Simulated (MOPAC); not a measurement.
# Run report: CH₄ClGeO (charge +1), geometry relaxation (part 1 of 2)

CH₄ClGeO, charge +1, computed with AM1, closed shell (MOPAC 23.2.5).

The starting geometry was optimised with AM1.

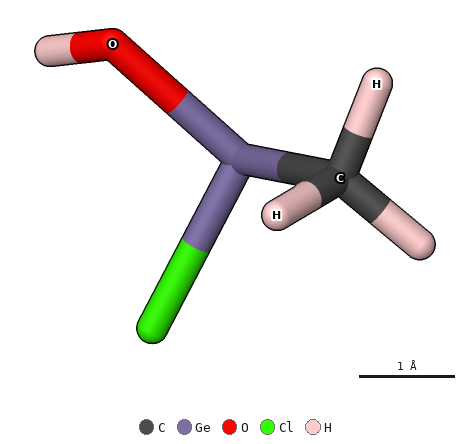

Figure 1. The structure as given in the input (stick view, seen at a tilt). Sticks mark near contacts. Bond lengths as drawn: Cl–Ge 2.13 Å, C–Ge 1.97 Å, C–H 1.11 Å, Ge–O 1.86 Å and H–O 0.95 Å.

### Input (run.mop)
```
am1 charge=1 disp cycles=300 gnorm=0.05 aux(precision=6) threads=1
job CH4ClGeO

C 0.075520 1 1.273043 1 -0.023584 1
Ge -0.652242 1 -0.542351 1 0.197181 1
O 0.739021 1 -1.551406 1 0.897504 1
Cl -1.261437 1 -1.476402 1 -1.611930 1
H 0.417349 1 1.642552 1 0.962370 1
H 0.934832 1 1.232789 1 -0.721343 1
H -0.707498 1 1.941544 1 -0.428423 1
H 0.505956 1 -2.465599 1 0.779242 1
```

Run on 1 thread of Arm Neoverse V1, 24 GiB of memory available, shared host.

Launch command:
```bash
mopac run.mop
```

### Log
```
MOPAC v23.2.5
AM1 CALCULATION RESULTS

 *  AM1        - The AM1 Hamiltonian to be used
 *
 *
 *
 *                 CHARGE ON SYSTEM = +1
 *
 *
 *
 *  THREADS=1  - MULTI-THREADING NOT USED
 *  CYCLES=    - DO A MAXIMUM OF 300 STEPS
 *  GNORM      - EXIT WHEN GRADIENT NORM DROPS BELOW 0.050
 *  AUX        - OUTPUT AUXILIARY INFORMATION
 *  DISP       - PRINT DISPERSION AND HYDROGEN BOND ENERGIES
am1 charge=1 disp cycles=300 gnorm=0.05 aux(precision=6) threads=1
 job CH4ClGeO

   ATOM   CHEMICAL          X               Y               Z
  NUMBER   SYMBOL      (ANGSTROMS)     (ANGSTROMS)     (ANGSTROMS)

     1       C          0.07552000  *   1.27304300  *  -0.02358400  *
     2      Ge         -0.65224200  *  -0.54235100  *   0.19718100  *
     3       O          0.73902100  *  -1.55140600  *   0.89750400  *
     4      Cl         -1.26143700  *  -1.47640200  *  -1.61193000  *
     5       H          0.41734900  *   1.64255200  *   0.96237000  *
     6       H          0.93483200  *   1.23278900  *  -0.72134300  *
     7       H         -0.70749800  *   1.94154400  *  -0.42842300  *
     8       H          0.50595600  *  -2.46559900  *   0.77924200  *

          CARTESIAN COORDINATES

    NO.       ATOM           X           Y           Z

     1         C          0.0755      1.2730     -0.0236
     2        Ge         -0.6522     -0.5424      0.1972
     3         O          0.7390     -1.5514      0.8975
     4        Cl         -1.2614     -1.4764     -1.6119
     5         H          0.4173      1.6426      0.9624
     6         H          0.9348      1.2328     -0.7213
     7         H         -0.7075      1.9415     -0.4284
     8         H          0.5060     -2.4656      0.7792

           Empirical Formula: C H4 O Ge Cl  =     8 atoms

      MOLECULAR POINT GROUP   :   C1

      RHF CALCULATION, NO. OF DOUBLY OCCUPIED LEVELS = 12

          Geometry optimization using EF

          DIAGONAL MATRIX USED AS START HESSIAN
```

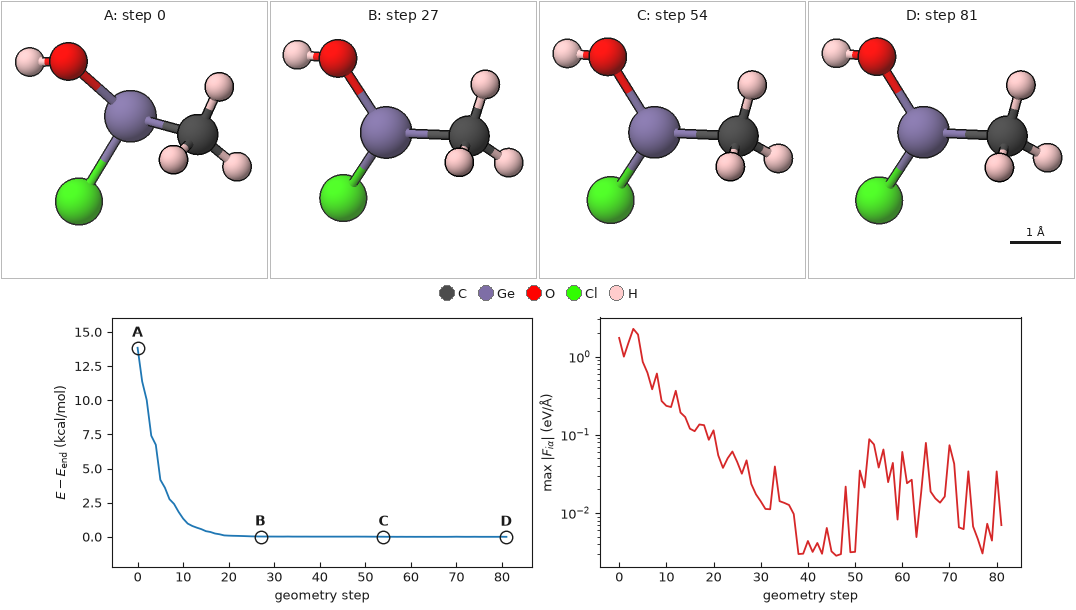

Figure 2. Frames of the relaxation (ball-and-stick view, seen at a tilt) above the curves, on which the letters mark them (steps are counted from 0).

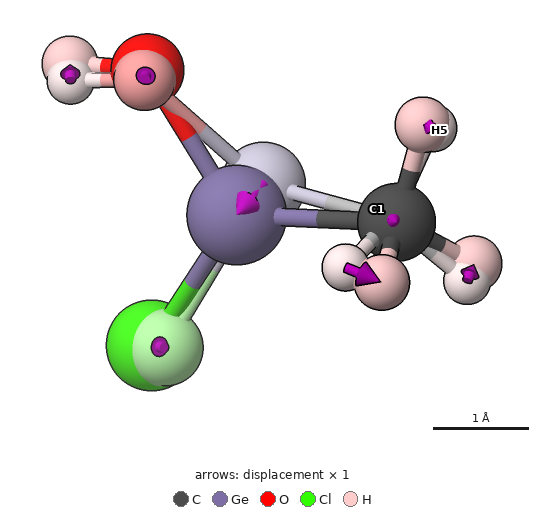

Figure 3. Start (faint) and end (solid) with the displacements as pink arrows, at true length (ball-and-stick view, seen at a tilt). The two geometries are laid on each other by the best rigid fit. The energy falls by 13.8 kcal/mol in 81 geometry steps. Largest force component: 1.7 eV/Å at the start, 0.007 eV/Å at the end. The largest move after the best rigid fit is that of Ge2, 0.59 Å. By element the largest moves are Ge 0.59 Å, H 0.43 Å, Cl 0.25 Å, O 0.23 Å, C 0.10 Å. Among the contacts that change: Ge2–O3 1.856 → 1.801 Å, Ge2–Cl4 2.125 → 2.101 Å, C1–Ge2 1.968 → 1.989 Å, O3–H8 0.951 → 0.957 Å. Among the angles that change: C1–Ge2–Cl4 114.6° → 131.9°, Ge2–O3–H8 107.0° → 116.6°, C1–Ge2–O3 105.5° → 114.6°. (Atoms are counted from 1 in the order of the input.)

```
 CYCLE:     1 TIME:   0.000 TIME LEFT:  2.00D  GRAD.:    68.034 HEAT:  122.6797
 CYCLE:     2 TIME:   0.008 TIME LEFT:  2.00D  GRAD.:    54.032 HEAT:  120.2182
 CYCLE:     3 TIME:   0.000 TIME LEFT:  2.00D  GRAD.:    68.445 HEAT:  118.8527
 CYCLE:     4 TIME:   0.000 TIME LEFT:  2.00D  GRAD.:    78.947 HEAT:  116.2399
 CYCLE:     5 TIME:   0.000 TIME LEFT:  2.00D  GRAD.:    83.409 HEAT:  115.5718
 CYCLE:     6 TIME:   0.000 TIME LEFT:  2.00D  GRAD.:    37.963 HEAT:  113.0083
 CYCLE:     7 TIME:   0.008 TIME LEFT:  2.00D  GRAD.:    30.191 HEAT:  112.4298
 CYCLE:     8 TIME:   0.000 TIME LEFT:  2.00D  GRAD.:    22.182 HEAT:  111.5907
 CYCLE:     9 TIME:   0.000 TIME LEFT:  2.00D  GRAD.:    28.317 HEAT:  111.2433
 CYCLE:    10 TIME:   0.000 TIME LEFT:  2.00D  GRAD.:    12.963 HEAT:  110.6621
 CYCLE:    11 TIME:   0.000 TIME LEFT:  2.00D  GRAD.:    13.197 HEAT:  110.1682
 CYCLE:    12 TIME:   0.000 TIME LEFT:  2.00D  GRAD.:    12.931 HEAT:  109.8040
 CYCLE:    13 TIME:   0.008 TIME LEFT:  2.00D  GRAD.:    15.515 HEAT:  109.6294
 CYCLE:    14 TIME:   0.000 TIME LEFT:  2.00D  GRAD.:     9.753 HEAT:  109.5046
 CYCLE:    15 TIME:   0.000 TIME LEFT:  2.00D  GRAD.:     7.518 HEAT:  109.3945
 CYCLE:    16 TIME:   0.000 TIME LEFT:  2.00D  GRAD.:     6.160 HEAT:  109.2472
 CYCLE:    17 TIME:   0.000 TIME LEFT:  2.00D  GRAD.:     5.175 HEAT:  109.1863
 CYCLE:    18 TIME:   0.000 TIME LEFT:  2.00D  GRAD.:     6.373 HEAT:  109.0750
 CYCLE:    19 TIME:   0.000 TIME LEFT:  2.00D  GRAD.:     6.652 HEAT:  109.0201
 CYCLE:    20 TIME:   0.008 TIME LEFT:  2.00D  GRAD.:     4.627 HEAT:  108.9379
 CYCLE:    21 TIME:   0.000 TIME LEFT:  2.00D  GRAD.:     3.823 HEAT:  108.9198
 CYCLE:    22 TIME:   0.000 TIME LEFT:  2.00D  GRAD.:     2.150 HEAT:  108.9083
 CYCLE:    23 TIME:   0.000 TIME LEFT:  2.00D  GRAD.:     2.007 HEAT:  108.9012
 CYCLE:    24 TIME:   0.000 TIME LEFT:  2.00D  GRAD.:     2.673 HEAT:  108.8910
 CYCLE:    25 TIME:   0.000 TIME LEFT:  2.00D  GRAD.:     2.849 HEAT:  108.8793
 CYCLE:    26 TIME:   0.008 TIME LEFT:  2.00D  GRAD.:     2.376 HEAT:  108.8666
 CYCLE:    27 TIME:   0.000 TIME LEFT:  2.00D  GRAD.:     1.527 HEAT:  108.8612
 CYCLE:    28 TIME:   0.000 TIME LEFT:  2.00D  GRAD.:     1.693 HEAT:  108.8563
 CYCLE:    29 TIME:   0.000 TIME LEFT:  2.00D  GRAD.:     0.972 HEAT:  108.8541
 CYCLE:    30 TIME:   0.000 TIME LEFT:  2.00D  GRAD.:     0.963 HEAT:  108.8528
 CYCLE:    31 TIME:   0.000 TIME LEFT:  2.00D  GRAD.:     0.625 HEAT:  108.8516
 CYCLE:    32 TIME:   0.008 TIME LEFT:  2.00D  GRAD.:     0.470 HEAT:  108.8504
 CYCLE:    33 TIME:   0.000 TIME LEFT:  2.00D  GRAD.:     0.447 HEAT:  108.8499
 CYCLE:    34 TIME:   0.000 TIME LEFT:  2.00D  GRAD.:     1.852 HEAT:  108.8540
 CYCLE:    35 TIME:   0.000 TIME LEFT:  2.00D  GRAD.:     0.596 HEAT:  108.8486
 CYCLE:    36 TIME:   0.000 TIME LEFT:  2.00D  GRAD.:     0.486 HEAT:  108.8484
 CYCLE:    37 TIME:   0.000 TIME LEFT:  2.00D  GRAD.:     0.421 HEAT:  108.8476
 CYCLE:    38 TIME:   0.008 TIME LEFT:  2.00D  GRAD.:     0.567 HEAT:  108.8487
 CYCLE:    39 TIME:   0.000 TIME LEFT:  2.00D  GRAD.:     0.141 HEAT:  108.8466
 CYCLE:    40 TIME:   0.000 TIME LEFT:  2.00D  GRAD.:     0.107 HEAT:  108.8466
 CYCLE:    41 TIME:   0.000 TIME LEFT:  2.00D  GRAD.:     0.193 HEAT:  108.8466
 CYCLE:    42 TIME:   0.000 TIME LEFT:  2.00D  GRAD.:     0.112 HEAT:  108.8466
 CYCLE:    43 TIME:   0.000 TIME LEFT:  2.00D  GRAD.:     0.193 HEAT:  108.8466
 CYCLE:    44 TIME:   0.000 TIME LEFT:  2.00D  GRAD.:     0.105 HEAT:  108.8465
 CYCLE:    45 TIME:   0.008 TIME LEFT:  2.00D  GRAD.:     0.267 HEAT:  108.8468
 CYCLE:    46 TIME:   0.000 TIME LEFT:  2.00D  GRAD.:     0.116 HEAT:  108.8465
 CYCLE:    47 TIME:   0.000 TIME LEFT:  2.00D  GRAD.:     0.122 HEAT:  108.8465
 CYCLE:    48 TIME:   0.000 TIME LEFT:  2.00D  GRAD.:     0.104 HEAT:  108.8465
 CYCLE:    49 TIME:   0.008 TIME LEFT:  2.00D  GRAD.:     0.878 HEAT:  108.8490
 CYCLE:    50 TIME:   0.000 TIME LEFT:  2.00D  GRAD.:     0.119 HEAT:  108.8463
 CYCLE:    51 TIME:   0.000 TIME LEFT:  2.00D  GRAD.:     0.146 HEAT:  108.8463
 CYCLE:    52 TIME:   0.000 TIME LEFT:  2.00D  GRAD.:     1.776 HEAT:  108.8439
 CYCLE:    53 TIME:   0.000 TIME LEFT:  2.00D  GRAD.:     1.046 HEAT:  108.8424
 CYCLE:    54 TIME:   0.000 TIME LEFT:  2.00D  GRAD.:     3.630 HEAT:  108.8412
 CYCLE:    55 TIME:   0.008 TIME LEFT:  2.00D  GRAD.:     3.046 HEAT:  108.8401
 CYCLE:    56 TIME:   0.000 TIME LEFT:  2.00D  GRAD.:     1.318 HEAT:  108.8347
 CYCLE:    57 TIME:   0.000 TIME LEFT:  2.00D  GRAD.:     3.014 HEAT:  108.8368
 CYCLE:    58 TIME:   0.000 TIME LEFT:  2.00D  GRAD.:     1.236 HEAT:  108.8334
 CYCLE:    59 TIME:   0.000 TIME LEFT:  2.00D  GRAD.:     1.781 HEAT:  108.8368
 CYCLE:    60 TIME:   0.008 TIME LEFT:  2.00D  GRAD.:     0.345 HEAT:  108.8335
 CYCLE:    61 TIME:   0.000 TIME LEFT:  2.00D  GRAD.:     2.735 HEAT:  108.8352
 CYCLE:    62 TIME:   0.000 TIME LEFT:  2.00D  GRAD.:     1.144 HEAT:  108.8328
 CYCLE:    63 TIME:   0.000 TIME LEFT:  2.00D  GRAD.:     1.148 HEAT:  108.8347
 CYCLE:    64 TIME:   0.000 TIME LEFT:  2.00D  GRAD.:     0.252 HEAT:  108.8327
 CYCLE:    65 TIME:   0.008 TIME LEFT:  2.00D  GRAD.:     0.836 HEAT:  108.8325
 CYCLE:    66 TIME:   0.000 TIME LEFT:  2.00D  GRAD.:     3.536 HEAT:  108.8365
 CYCLE:    67 TIME:   0.000 TIME LEFT:  2.00D  GRAD.:     0.794 HEAT:  108.8341
 CYCLE:    68 TIME:   0.000 TIME LEFT:  2.00D  GRAD.:     0.663 HEAT:  108.8340
 CYCLE:    69 TIME:   0.000 TIME LEFT:  2.00D  GRAD.:     0.705 HEAT:  108.8340
 CYCLE:    70 TIME:   0.008 TIME LEFT:  2.00D  GRAD.:     0.770 HEAT:  108.8364
 CYCLE:    71 TIME:   0.000 TIME LEFT:  2.00D  GRAD.:     4.178 HEAT:  108.8412
 CYCLE:    72 TIME:   0.000 TIME LEFT:  2.00D  GRAD.:     2.021 HEAT:  108.8366
 CYCLE:    73 TIME:   0.000 TIME LEFT:  2.00D  GRAD.:     0.272 HEAT:  108.8344
 CYCLE:    74 TIME:   0.000 TIME LEFT:  2.00D  GRAD.:     0.341 HEAT:  108.8340
 CYCLE:    75 TIME:   0.008 TIME LEFT:  2.00D  GRAD.:     1.913 HEAT:  108.8375
 CYCLE:    76 TIME:   0.000 TIME LEFT:  2.00D  GRAD.:     0.388 HEAT:  108.8337
 CYCLE:    77 TIME:   0.000 TIME LEFT:  2.00D  GRAD.:     0.219 HEAT:  108.8340
 CYCLE:    78 TIME:   0.000 TIME LEFT:  2.00D  GRAD.:     0.171 HEAT:  108.8337
 CYCLE:    79 TIME:   0.008 TIME LEFT:  2.00D  GRAD.:     0.373 HEAT:  108.8335
 CYCLE:    80 TIME:   0.000 TIME LEFT:  2.00D  GRAD.:     0.230 HEAT:  108.8333
 CYCLE:    81 TIME:   0.000 TIME LEFT:  2.00D  GRAD.:     1.842 HEAT:  108.8377
 CYCLE:    82 TIME:   0.000 TIME LEFT:  2.00D  GRAD.:     0.326 HEAT:  108.8331

 HEAT OF FORMATION IS ESSENTIALLY STATIONARY

 -------------------------------------------------------------------------------
 am1 charge=1 disp cycles=300 gnorm=0.05 aux(precision=6) threads=1
 job CH4ClGeO

     GEOMETRY OPTIMISED USING EIGENVECTOR FOLLOWING (EF).
     SCF FIELD WAS ACHIEVED

                              AM1 CALCULATION

          FINAL HEAT OF FORMATION =        108.83312 KCAL/MOL =     455.35778 KJ/MOL

          TOTAL ENERGY            =     -21973.41219 KCAL/MOL = ELECTRONIC ENERGY + CORE-CORE REPULSION
          ENERGY OF ATOMS         =      22082.24531 KCAL/MOL
                              SUM =        108.83312 KCAL/MOL
          DISPERSION ENERGY       =          0.00000 KCAL/MOL
                              SUM =        108.83312 KCAL/MOL = FINAL HEAT OF FORMATION

          TOTAL ENERGY            =       -952.85734 EV
          ELECTRONIC ENERGY       =      -2252.95456 EV
          CORE-CORE REPULSION     =       1300.09722 EV
          COSMO AREA              =        122.54 SQUARE ANGSTROMS
          COSMO VOLUME            =        111.40 CUBIC ANGSTROMS

          GRADIENT NORM           =          0.32621          =       0.11533 PER ATOM
          IONIZATION POTENTIAL    =         17.538028 EV
          HOMO LUMO ENERGIES (EV) =        -17.538 -8.109
          NO. OF FILLED LEVELS    =         12
          MOLECULAR WEIGHT        =        140.0850         POINT GROUP:  C1

          MOLECULAR DIMENSIONS (Angstroms)

            Atom       Atom       Distance
            H     8    H     7     4.80410
            H     5   Cl     4     4.13201
            H     6    H     7     1.66428

          SCF CALCULATIONS        =         94

          WALL-CLOCK TIME         =      0.125 SECONDS
          COMPUTATION TIME        =      0.121 SECONDS

   ATOM   CHEMICAL          X               Y               Z
  NUMBER   SYMBOL      (ANGSTROMS)     (ANGSTROMS)     (ANGSTROMS)

     1       C          0.02775877  *   1.40643185  *   0.11119609  *
     2      Ge         -0.31788193  *  -0.53833784  *  -0.11809584  *
     3       O          0.49927172  *  -1.59246898  *   1.09203206  *
     4      Cl         -1.46595306  *  -1.60390622  *  -1.51769626  *
     5       H          0.42231157  *   1.58956325  *   1.13299669  *
     6       H          0.77998084  *   1.74062287  *  -0.63491557  *
     7       H         -0.90972789  *   1.98090180  *  -0.03799529  *
     8       H          0.35356624  *  -2.53451500  *   1.00816237  *

                             CARTESIAN COORDINATES

   1    C        0.027758765     1.406431853     0.111196091
   2   Ge       -0.317881927    -0.538337835    -0.118095836
   3    O        0.499271720    -1.592468982     1.092032064
   4   Cl       -1.465953058    -1.603906218    -1.517696258
   5    H        0.422311575     1.589563248     1.132996695
   6    H        0.779980845     1.740622867    -0.634915566
   7    H       -0.909727886     1.980901803    -0.037995293
   8    H        0.353566240    -2.534515001     1.008162366

           Empirical Formula: C H4 O Ge Cl  =     8 atoms

      MOLECULAR POINT GROUP   :   C1

                  EIGENVALUES
 -43.01171 -41.66098 -34.16493 -23.73654 -20.93489 -19.83927 -19.33963 -18.79280
 -18.67997 -18.16022 -18.03648 -17.53803  -8.10885  -7.22069  -5.54190  -5.10714
  -0.90228  -0.80625  -0.07590   0.01965

              NET ATOMIC CHARGES AND DIPOLE CONTRIBUTIONS

  ATOM NO.   TYPE          CHARGE      No. of ELECS.   s-Pop       p-Pop
    1          C          -0.476714        4.4767     1.25969     3.21702
    2         Ge           1.459441        2.5406     0.87218     1.66838
    3          O          -0.522643        6.5226     1.86580     4.65684
    4         Cl          -0.193556        7.1936     1.98419     5.20936
    5          H           0.154755        0.8452     0.84525
    6          H           0.149701        0.8503     0.85030
    7          H           0.147329        0.8527     0.85267
    8          H           0.281688        0.7183     0.71831
 DIPOLE           X         Y         Z       TOTAL
 POINT-CHG.     0.793     2.388     0.753     2.627
 HYBRID        -0.060    -1.042     0.024     1.044
 SUM            0.732     1.346     0.778     1.719

          ATOMIC ORBITAL ELECTRON POPULATIONS

     Atom    s        px        py        pz
    1  C   1.25969   1.10554   0.99507   1.11641
    2 Ge   0.87218   0.40243   0.77770   0.48825
    3  O   1.86580   1.72568   1.29440   1.63676
    4 Cl   1.98419   1.74147   1.80411   1.66378
    5  H   0.84525
    6  H   0.85030
    7  H   0.85267
    8  H   0.71831

 *                    *
 * JOB ENDED NORMALLY *
 *                    *

 TOTAL JOB TIME:             0.13 SECONDS

 == MOPAC DONE ==
```

### Trajectory as extended XYZ (Å, eV, eV/Å), 26 of the 82 frames kept, from step=0 to step=81
```
8
Properties=species:S:1:pos:R:3:forces:R:3 step=0 energy=5.31990
C     0.0755    1.2730   -0.0236   -0.4026   0.4499   0.4405
Ge   -0.6522   -0.5424    0.1972    1.7437  -0.8430  -0.8621
O     0.7390   -1.5514    0.8975   -1.5166   0.7066  -0.0764
Cl   -1.2614   -1.4764   -1.6119   -0.3594  -0.0181   0.5198
H     0.4173    1.6426    0.9624    0.1147   0.1317   0.0783
H     0.9348    1.2328   -0.7213    0.0725  -0.0848  -0.0589
H    -0.7075    1.9415   -0.4284   -0.0193   0.1408  -0.0680
H     0.5060   -2.4656    0.7792    0.3670  -0.4829   0.0268
8
Properties=species:S:1:pos:R:3:forces:R:3 step=3 energy=5.04064
C     0.0361    1.3272    0.0578    0.0242  -0.0943  -0.9170
Ge   -0.5439   -0.5375    0.0851    0.3642   0.0352  -0.1501
O     0.6408   -1.5708    0.9532    0.0754   1.9522   0.7118
Cl   -1.3276   -1.5180   -1.5649   -0.4780  -0.3223  -0.2812
H     0.4157    1.6796    1.0168   -0.0414   0.3625   0.5687
H     0.9062    1.2470   -0.6448   -0.0337   0.2734   0.0655
H    -0.7324    1.9841   -0.4083    0.1373   0.0707   0.3397
H     0.5615   -2.4636    0.7975   -0.0480  -2.2774  -0.3373
```
